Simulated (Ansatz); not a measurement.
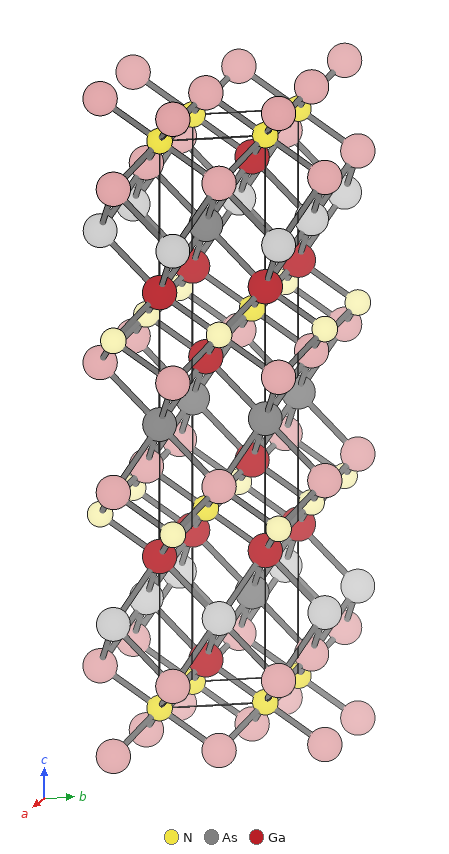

Drawn in the ball-and-stick manner and seen slightly off an axis. The parallelepiped is the conventional unit cell. Bonds that leave the box are completed with the atoms at their other ends, in fainter colours.

Ga2AsN, space group R-3m (No. 166), a = 3.293 Å, b = 3.293 Å, c = 17.863 Å, α = 90.00°, β = 90.00°, γ = 120.00°. It goes back to a structure type filled with these elements by a generator (whether the compound takes this form wasn't checked). Earlier steps of the study may have refined or changed the cell and positions. Ansatz was used for an electronic-structure calculation on it.

This one geometry was computed with Ansatz (DFT, plane waves, PAW) at three levels of theory: PBE, PBE with spin-orbit coupling and r2SCAN. It was relaxed beforehand with r2SCAN.

Question: Which level gives the highest pressure at this volume, and what does that say about its equilibrium volume?

Answer: Highest: PBE (4.2 GPa) and PBE with spin-orbit coupling (4.2 GPa), which points to the largest equilibrium volume. Lowest, with the smallest volume: r2SCAN (-0.1 GPa). Levels within 0.5 GPa of each other can't be told apart.

Question: How does the band gap change with the level of theory?

Answer: All levels give a metal.

Question: Collect the results in a table.

Answer:
| level | cutoff (eV) | k-mesh of the run's cell | gap (eV) | pressure (GPa) |
| --- | --- | --- | --- | --- |
| PBE | 420 | 10×10×10 | metal | 4.2 |
| PBE with spin-orbit coupling | 420 | 10×10×10 | metal | 4.2 |
| r2SCAN | 500 | 10×10×10 | metal | -0.1 |

Gaps are taken on the k-mesh or band path of each run.
